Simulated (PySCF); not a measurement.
**SnH4 (SMILES [SnH4]) at 6 levels**

Aim: a comparison of 6 runs (MP2/STO-6G, CCSDT(Q)/STO-6G, CCSDT/STO-6G, QCISD(T)/STO-6G, CCSD(T)/STO-6G, FCI/STO-6G) of SnH4. Input form: a Python script.

Program for the calculation: PySCF 2.14.0.

4 further runs of the same task are left out: 4 set aside as unsound or not needed.

## (1) Starting point

SnH4: 5 atoms, total charge 0, spin state singlet. As SMILES, `[SnH4]`. The Sn1–H2 distance was set to 2.556 Å, away from the relaxed value. At this shape a bond of the SMILES string is far longer than usual.

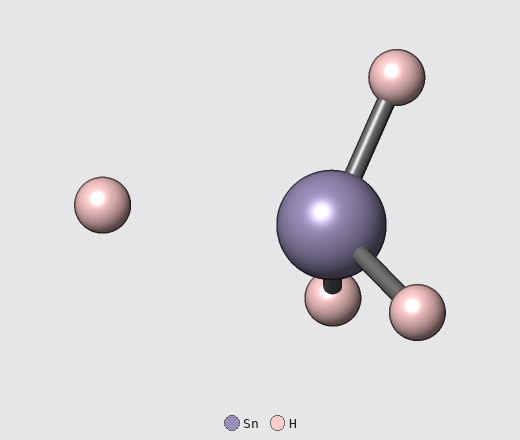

The structure, seen from a chosen angle (tin purple, hydrogen pink).

## (2) A single-point energy at MP2/STO-6G (run 1)

calc.py

```python
from pyscf import gto, scf, mp

molecule = gto.Mole()
molecule.atom = [
    ('Sn', (-0.411911, 0.426751, -0.611405)),
    ('H', (0.823920, -0.853480, 1.222940)),
    ('H', (-1.975551, 0.830161, -0.068305)),
    ('H', (-0.528751, -0.547869, -2.003935)),
    ('H', (0.444529, 1.851381, -0.985085)),
]
molecule.max_memory = 1860
molecule.basis = 'sto-6g'
molecule.verbose = 3
molecule.build()

myscf = scf.RHF(molecule)
myscf.conv_tol = 1e-10
myscf.kernel()
if not myscf.converged:
    myscf = myscf.newton().run(myscf.mo_coeff, myscf.mo_occ)

pt = mp.MP2(myscf, frozen=18).run()
etot = pt.e_tot
print('Final energy', etot)
```

Run with:

```
OMP_NUM_THREADS=1 python calc.py
```

Log:

```text
converged SCF energy = -5996.52215139677
E(RMP2) = -5996.58470215018  E_corr = -0.0625507534134423
E(SCS-RMP2) = -5996.59672471385  E_corr = -0.0745733170769924
Final energy -5996.584702150181
```

Run time: 2.1 s. Hardware: 1 thread of Arm Neoverse V1, shared host; peak memory 0.12 GiB.

## (3) A single-point energy at CCSDT(Q)/STO-6G (run 2)

calc.py

```python
from pyscf import gto, scf, cc

molecule = gto.Mole()
molecule.atom = '''
Sn    -0.411911     0.426751    -0.611405
H      0.823920    -0.853480     1.222940
H     -1.975551     0.830161    -0.068305
H     -0.528751    -0.547869    -2.003935
H      0.444529     1.851381    -0.985085
'''
molecule.max_memory = 1860
molecule.spin = 0
molecule.charge = 0
molecule.basis = 'sto-6g'
molecule.verbose = 3
molecule.build()

calc0 = scf.RHF(molecule)
calc0.conv_tol = 1e-10
calc0.kernel()
if not calc0.converged:
    calc0 = calc0.newton().run(calc0.mo_coeff, calc0.mo_occ)

mycc = cc.CCSDT(calc0, frozen=18)
mycc.kernel()
e_bracket, e_q = mycc.ccsdt_q()
e_final = mycc.e_tot + e_q
print('Final energy', e_final)
```

Run with:

```
OMP_NUM_THREADS=1 python calc.py
```

Log:

```text
converged SCF energy = -5996.52215139677
_make_eris_incore_RCCSDT

WARN: A large `blksize` is being used, which may cause large memory consumption
      for storing contraction intermediates. If memory is sufficient, consider using
      `pyscf.cc.rccsdt_highm.RCCSDT` instead.

RCCSDT converged
E(RCCSDT) = -5996.630451188205   E_corr = -0.1082997914370142
E_corr(same-spin) = -0.00054171042054276
E_corr(oppo-spin) = -0.107758081016471
_make_eris_incore_RCCSDT
Final energy -5996.630464013972
```

It took 4.2 s on 1 thread of Arm Neoverse V1, shared host; peak memory 0.11 GiB.

Runs 3 to 5 aren't shown in full; the table further down has their settings and results.

## (4) A single-point energy at FCI/STO-6G (run 6)

job.py

```python
from pyscf import gto, mcscf
from pyscf import fci

mol = gto.M(
    atom=[
    ('Sn', (-0.411911, 0.426751, -0.611405)),
    ('H', (0.823920, -0.853480, 1.222940)),
    ('H', (-1.975551, 0.830161, -0.068305)),
    ('H', (-0.528751, -0.547869, -2.003935)),
    ('H', (0.444529, 1.851381, -0.985085)),
],
    verbose=3,
    basis='sto-6g',
    max_memory=1860,
)

mf = mol.RHF()
mf.conv_tol = 1e-10
mf.kernel()
if not mf.converged:
    mf = mf.newton().run(mf.mo_coeff, mf.mo_occ)

cas = mcscf.CASCI(mf, mf.mo_coeff.shape[-1] - 18, (mol.nelec[0] - 18, mol.nelec[1] - 18))  # full CI above the frozen core
cas.fcisolver = fci.direct_spin0.FCI(mol)  # even spin states alone
cas.kernel()
print('<S^2> = %.4f' % cas.fcisolver.spin_square(cas.ci, cas.ncas, cas.nelecas)[0])
e_tot = cas.e_tot
print('E(%s) = %.9f' % ('FCI', e_tot))
```

Run with:

```
OMP_NUM_THREADS=1 python job.py
```

Log:

```text
converged SCF energy = -5996.52215139677
CASCI E = -5996.63046823615  E(CI) = -88.2167812245953  S^2 = 0.0000000
<S^2> = 0.0000
E(FCI) = -5996.630468236
```

It took 8.4 s on 1 thread of Arm Neoverse V1, shared host; peak memory 0.23 GiB.

## (5) Overview of the runs

| run | level | energy (Eh) | dipole moment (D) of the reference | HOMO energy (eV) | LUMO energy (eV) | wall time |
| --- | --- | --- | --- | --- | --- | --- |
| 1 | MP2/STO-6G | -5996.584702 | 0.81 | -7.01 | 5.55 | 2.1 s |
| 2 | CCSDT(Q)/STO-6G | -5996.630464 | 0.81 | -7.01 | 5.55 | 4.2 s |
| 3 | CCSDT/STO-6G | -5996.630451 | 0.81 | -7.01 | 5.55 | 2.7 s |
| 4 | QCISD(T)/STO-6G | -5996.630063 | 0.81 | -7.01 | 5.55 | 2.1 s |
| 5 | CCSD(T)/STO-6G | -5996.630052 | 0.81 | -7.01 | 5.55 | 2.1 s |
| 6 | FCI/STO-6G | -5996.630468 | 0.81 | -7.01 | 5.55 | 8.4 s |

## (6) Outcome

| quantity | value |
| --- | --- |
| run 6: total energy | -5996.63047 Eh |
| run 6: dipole moment (Hartree–Fock density) | 0.81 D |
| run 6: HOMO energy (Hartree–Fock orbitals) | -7.01 eV |
| run 6: LUMO energy (Hartree–Fock orbitals) | 5.55 eV |
| run 6: HOMO–LUMO gap (Hartree–Fock orbitals) | 12.56 eV |
| run 6: correlation energy (18 core orbitals frozen) | -108.3 mEh |

Against full CI in this basis: MP2 +45.8 mEh; CCSDT(Q) +0.0 mEh; CCSDT +0.0 mEh; QCISD(T) +0.4 mEh; CCSD(T) +0.4 mEh. In runs 1, 2, 3, 4, 5, 6 the basis is minimal, so the values are rough. In runs 1, 2, 3, 4, 5, 6 relativity is left out where basis or elements ask for it. All runs together took 22 s, the longest 8.4 s.
